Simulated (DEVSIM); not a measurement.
Structure: Si p+/n-/n+ power diode, at 300 K.

```tsv
layer (left to right)	material	thickness (μm)	Nd (cm⁻³)	Na (cm⁻³)	τn (s)	τp (s)
1	Si	2.50	-	4e18	0.00022	0.00022
2	Si	47.0	7e15	-	0.00022	0.00022
3	Si	6.80	1.4e18	-	0.00022	0.00022
```

Left contact: ohmic. Right contact: ohmic. Voltage is applied to the left contact. Recombination: SRH at mid-gap. Mobility is μmin + (μ − μmin)/(1 + (N/Nref)^α).

Constants are typed, rounded textbook-type inputs, not results; the design itself was drawn at random and stands for no fabricated device. Values at 300 K.

```
parameter           Si
-------------  -------
gap (eV)         1.124
affinity (eV)     4.05
permittivity      11.7
Nc (cm⁻³)      2.86e19
Nv (cm⁻³)       3.1e19
μn (cm²/Vs)       1417
μp (cm²/Vs)        470
μn,min              52
μp,min              45
Nref,n          9.7e16
Nref,p          2.2e17
αn                0.68
αp                0.72
```

DEVSIM, 1D drift-diffusion, Boltzmann statistics, complete ionisation; no tunnelling, impact ionisation, image-force lowering or self-heating.

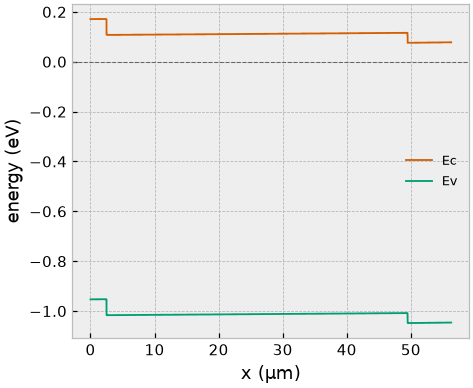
Fig. 1. Band edges at 0.9 V on the left contact

Energies count from the Fermi level of the right contact; mesh points crowd at the junctions.

```
x (μm)   Ec (eV)  Ev (eV)  n (cm⁻³)  p (cm⁻³)  field (V/cm)
-------  -------  -------  --------  --------  ------------
0.000      0.171   -0.953     < 1e2    4.0e18           ≈ 0
0.07100    0.171   -0.953    8.4e14    4.0e18           ≈ 0
0.3478     0.171   -0.953    4.1e15    4.0e18           ≈ 0
1.394      0.171   -0.953    1.6e16    4.0e18           ≈ 0
2.338      0.171   -0.953    2.7e16    4.0e18           ≈ 0
2.477      0.171   -0.953    2.9e16    4.0e18           ≈ 0
2.524      0.108   -1.016    3.4e17    3.4e17          -590
2.790      0.108   -1.016    3.5e17    3.4e17           ≈ 0
3.731      0.108   -1.016    3.5e17    3.4e17           ≈ 0
7.496      0.108   -1.016    3.4e17    3.4e17           ≈ 0
22.56      0.111   -1.013    3.3e17    3.2e17           ≈ 0
45.10      0.115   -1.009    3.1e17    3.1e17           ≈ 0
48.42      0.116   -1.008    3.1e17    3.0e17           ≈ 0
49.25      0.116   -1.008    3.1e17    3.0e17           ≈ 0
49.48      0.115   -1.008    3.2e17    3.0e17         -1000
49.53      0.076   -1.048    1.5e18    6.4e16           ≈ 0
49.68      0.076   -1.048    1.5e18    6.3e16           ≈ 0
50.30      0.076   -1.048    1.5e18    5.7e16           ≈ 0
54.04      0.077   -1.047    1.4e18    2.2e16           ≈ 0
55.75      0.078   -1.046    1.4e18    5.4e15           ≈ 0
56.18      0.078   -1.046    1.4e18    1.2e15           ≈ 0
56.30      0.078   -1.046    1.4e18     < 1e2           ≈ 0
```
